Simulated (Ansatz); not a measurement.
# HfHO (doublet): B2PLYP over vertical spin and charge gaps, def2-QZVPP

Aim: run HfHO (doublet) with these functionals over vertical spin and charge gaps, and hold them against the top wave-function level at the same points.

Computed with Ansatz 0.2.0, Gaussian basis. Level: def2-QZVPP, all electrons in the functionals, frozen cores in the correlation of double hybrids and RPA.

Plan: B2PLYP, at charge 0, doublet; charge 0, quartet; charge 1, singlet; charge 1, triplet.

2 further runs of the same task are left out: 2 set aside as unsound or not needed.

## (1) The geometry

The geometry is a PBE0/def2-TZVP stationary point (not a proven minimum). No spin-orbit coupling is included. Elements past krypton take def2 core potentials.

3 atoms, charge 0, spin multiplicity 2.

Atoms are counted from 1 here; the program's logs count them from 0.

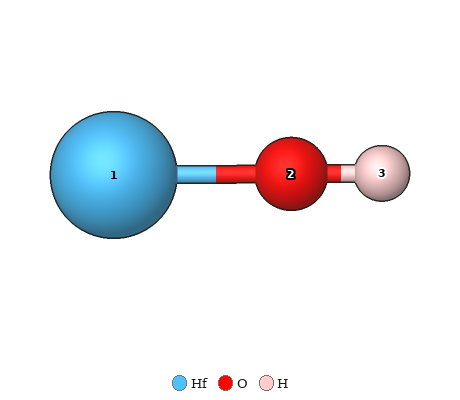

The structure; hafnium blue, oxygen red, hydrogen pink; atoms are numbered from 1 in the order of the file.

Coordinates:

```xyz
3
charge 0, multiplicity 2
Hf    0.0000    0.0000    1.5645
O     0.0000    0.0000   -0.3056
H     0.0000    0.0000   -1.2589
```

No dispersion term is added.

The geometry shown and the zero of energy belong to the point charge 0, doublet. The yardstick, UCCSD(T), and other wave-function levels (R restricted, U unrestricted, valence and pair active spaces) come from earlier runs.

## (2) B2PLYP, charge 0, doublet

in.yaml reads:

```yaml
crystal:
  periodic: [false, false, false]
  atoms:
    - {symbol: Hf, position_ang: [0.000000, 0.000000, 1.564473]}
    - {symbol: O, position_ang: [0.000000, 0.000000, -0.305590]}
    - {symbol: H, position_ang: [0.000000, 0.000000, -1.258884]}
basis:
  gaussian: {orbitals: "def2-QZVPP.json"}
magnetization: {spin_polarized: true, initial_magnetization: 1}
hamiltonian: {xc: {name: B2PLYP}}
correlation: {electrons: outside_noble_gas}
```

Started as:

```console
$ ansatz run in.yaml --threads 2 --pin off --events-out ev --progress --plain --max-ram 24576MiB --backend cuda --devices 0, --max-vram 18GiB
```

Output:

```text
Functional definition: B2PLYP
  name "B2PLYP"
  cite "Grimme, J. Chem. Phys. 124, 034108 (2006) doi:10.1063/1.2148954"
  cite "Becke, Phys. Rev. A 38, 3098 (1988) doi:10.1103/PhysRevA.38.3098"
  cite "Lee, Yang & Parr, Phys. Rev. B 37, 785 (1988) doi:10.1103/PhysRevB.37.785"
  parameter a = 0.53
  parameter c = 0.27
  exchange = (1 - a)*b88_x + a*exact_x
  correlation = (1 - c)*lyp_c + c*(mp2_os + mp2_ss)
1042 factors; integrals over basis functions are off by at most 1.2e-3 eV
mean field evaluation 1: about -3355.7376 eV, gradient 3.9e1 eV
mean field evaluation 2: about -3355.7700 eV, gradient 3.9e1 eV
mean field evaluation 4: about -3360.9333 eV, gradient 3.7e0 eV
mean field evaluation 8: about -3361.0409 eV, gradient 2.1e-1 eV
mean field evaluation 16: about -3361.0465 eV, gradient 1.0e-2 eV
mean field evaluation 32: about -3361.0451 eV, gradient 1.5e-1 eV
mean field evaluation 64: about -3361.0465 eV, gradient 5.0e-6 eV
mean field -3361.04652360 eV, -123.5161815431 hartree, gradient 5.0e-6 eV, S^2 0.807498; 6 other end points of the search recorded, 0 dependent functions left out
5 core orbitals not correlated: weight in the atoms' cores, before any rotation towards them, 0.963 or more for the frozen orbitals, at most 0.030 for the correlated occupied ones
reference -3361.04664485 eV, -123.5161859989 hartree; 6, 5 occupied and 157, 158 virtual orbitals, 1042 factors
second order -11.36516333 eV of doubles, -0.00000000 eV of singles
Total energy: -3364.11523895 eV, -123.6289547521 hartree
```

Run time: 10 s. Hardware: 1 × H100 (card shared with other runs) with 2 threads of AMD EPYC 7R13, shared host; peak host memory 0.91 GiB.

From the report: ⟨S²⟩ of the determinant 0.807 (pure doublet: 0.75).

## (3) B2PLYP, charge 0, quartet

Changes to in.yaml since step 2:

```diff
@@ -8,3 +8,3 @@
   gaussian: {orbitals: "def2-QZVPP.json"}
-magnetization: {spin_polarized: true, initial_magnetization: 1}
+magnetization: {spin_polarized: true, initial_magnetization: 3}
 hamiltonian: {xc: {name: B2PLYP}}
```

The command is unchanged.

Output, cut to the lines that bear on the results:

```text
Functional definition: B2PLYP
  name "B2PLYP"
  cite "Grimme, J. Chem. Phys. 124, 034108 (2006) doi:10.1063/1.2148954"
  cite "Becke, Phys. Rev. A 38, 3098 (1988) doi:10.1103/PhysRevA.38.3098"
  cite "Lee, Yang & Parr, Phys. Rev. B 37, 785 (1988) doi:10.1103/PhysRevB.37.785"
[...]
1042 factors; integrals over basis functions are off by at most 1.2e-3 eV
[...]
mean field -3359.96396918 eV, -123.4763984020 hartree, gradient 4.1e-6 eV, S^2 3.752862; 9 other end points of the search recorded, 0 dependent functions left out
5 core orbitals not correlated: weight in the atoms' cores, before any rotation towards them, 0.953 or more for the frozen orbitals, at most 0.039 for the correlated occupied ones
reference -3359.96409588 eV, -123.4764030581 hartree; 7, 4 occupied and 156, 159 virtual orbitals, 1042 factors
second order -10.48748887 eV of doubles, -0.00000000 eV of singles
Total energy: -3362.79571787 eV, -123.5804632471 hartree
```

Run time: 8 s. Hardware: 1 × H100 (card shared with other runs) with 2 threads of AMD EPYC 7R13, shared host; peak host memory 0.91 GiB.

From the report: ⟨S²⟩ of the determinant 3.753 (pure quartet: 3.75).

From charge 0, doublet: +30.4 kcal/mol.

## (4) B2PLYP, charge 1, singlet

Changes to in.yaml since step 3:

```diff
@@ -8,3 +8,4 @@
   gaussian: {orbitals: "def2-QZVPP.json"}
-magnetization: {spin_polarized: true, initial_magnetization: 3}
+total_charge: 1
+magnetization: {spin_polarized: true, initial_magnetization: 0}
 hamiltonian: {xc: {name: B2PLYP}}
```

The command is unchanged.

Output, cut to the lines that bear on the results:

```text
Functional definition: B2PLYP
  name "B2PLYP"
  cite "Grimme, J. Chem. Phys. 124, 034108 (2006) doi:10.1063/1.2148954"
  cite "Becke, Phys. Rev. A 38, 3098 (1988) doi:10.1103/PhysRevA.38.3098"
  cite "Lee, Yang & Parr, Phys. Rev. B 37, 785 (1988) doi:10.1103/PhysRevB.37.785"
[...]
1042 factors; integrals over basis functions are off by at most 1.2e-3 eV
[...]
mean field -3354.84514199 eV, -123.2882849723 hartree, gradient 1.5e-6 eV, S^2 0.696488; 9 other end points of the search recorded, 0 dependent functions left out
5 core orbitals not correlated: weight in the atoms' cores, before any rotation towards them, 0.976 or more for the frozen orbitals, at most 0.019 for the correlated occupied ones
reference -3354.84525801 eV, -123.2882892360 hartree; 5, 5 occupied and 158, 158 virtual orbitals, 1042 factors
second order -10.75752758 eV of doubles, -0.00000000 eV of singles
Total energy: -3357.74979045 eV, -123.3950288347 hartree
```

It took 17 s on 1 × H100 (card shared with other runs) with 2 threads of AMD EPYC 7R13, shared host; peak host memory 0.91 GiB.

From the report: ⟨S²⟩ of the determinant 0.696 (pure singlet: 0.00). The determinant is far from a pure spin state, so its energy mixes those of several spin states (harmless only where they are near-degenerate, as at dissociation).

From charge 0, doublet: +146.8 kcal/mol.

## (5) B2PLYP, charge 1, triplet

Changes to in.yaml since step 4:

```diff
@@ -9,3 +9,3 @@
 total_charge: 1
-magnetization: {spin_polarized: true, initial_magnetization: 0}
+magnetization: {spin_polarized: true, initial_magnetization: 2}
 hamiltonian: {xc: {name: B2PLYP}}
```

The command is unchanged.

Output, cut to the lines that bear on the results:

```text
Functional definition: B2PLYP
  name "B2PLYP"
  cite "Grimme, J. Chem. Phys. 124, 034108 (2006) doi:10.1063/1.2148954"
  cite "Becke, Phys. Rev. A 38, 3098 (1988) doi:10.1103/PhysRevA.38.3098"
  cite "Lee, Yang & Parr, Phys. Rev. B 37, 785 (1988) doi:10.1103/PhysRevB.37.785"
[...]
1042 factors; integrals over basis functions are off by at most 1.2e-3 eV
[...]
mean field -3354.74426634 eV, -123.2845778607 hartree, gradient 1.6e-6 eV, S^2 2.002982; 4 other end points of the search recorded, 0 dependent functions left out
5 core orbitals not correlated: weight in the atoms' cores, before any rotation towards them, 0.971 or more for the frozen orbitals, at most 0.023 for the correlated occupied ones
reference -3354.74438388 eV, -123.2845821800 hartree; 6, 4 occupied and 157, 159 virtual orbitals, 1042 factors
second order -10.33244248 eV of doubles, -0.00000000 eV of singles
Total energy: -3357.53414335 eV, -123.3871039496 hartree
```

Wall time 15 s (1 × H100 (card shared with other runs) with 2 threads of AMD EPYC 7R13, shared host); peak host memory 0.9 GiB.

From the report: ⟨S²⟩ of the determinant 2.003 (pure triplet: 2.00).

From charge 0, doublet: +151.8 kcal/mol.

## (6) Against the wave-function levels

No level is safe as a reference over these points; UCCSD(T) serves as a yardstick only. It comes from earlier runs at the same points. Energies in kcal/mol, counted from charge 0, doublet; blanks weren't run or aren't comparable.

```
   level  doublet to quartet  ionisation to the singlet cation  ionisation to the triplet cation
UCCSD(T)                32.7                                                               154.1
  B2PLYP                30.4                             146.8                             151.8
```

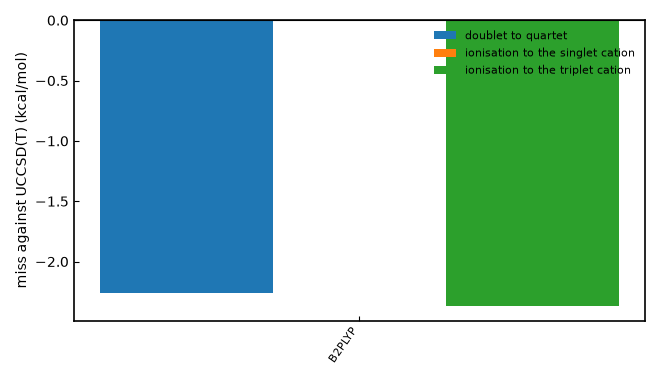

Misses of the gaps against UCCSD(T).

Largest miss and mean time a point (UCCSD(T) took 54 s a point; shared hosts):

```
 level  largest miss (kcal/mol)                             where  time a point
B2PLYP                     -2.4  ionisation to the triplet cation          13 s
```

## (7) Results

```
                                  quantity                                             value
              doublet to quartet, UCCSD(T)                                     32.7 kcal/mol
ionisation to the triplet cation, UCCSD(T)                                    154.1 kcal/mol
                      largest miss, B2PLYP  -2.4 kcal/mol (ionisation to the triplet cation)
```

Misses are known at 2 of 3 points at best, and only functionals with that many are ranked. B2PLYP strays by up to 2.4 kcal/mol, at ionisation to the triplet cation. B2PLYP clearly breaks the spin symmetry at some points (⟨S²⟩ up to 0.70 above the pure value), so energy there is bought with a mixed spin. Functionals and the yardstick converge differently with the basis, so part of each miss in def2-QZVPP is the basis. The yardstick itself may be off where one determinant is a poor start.
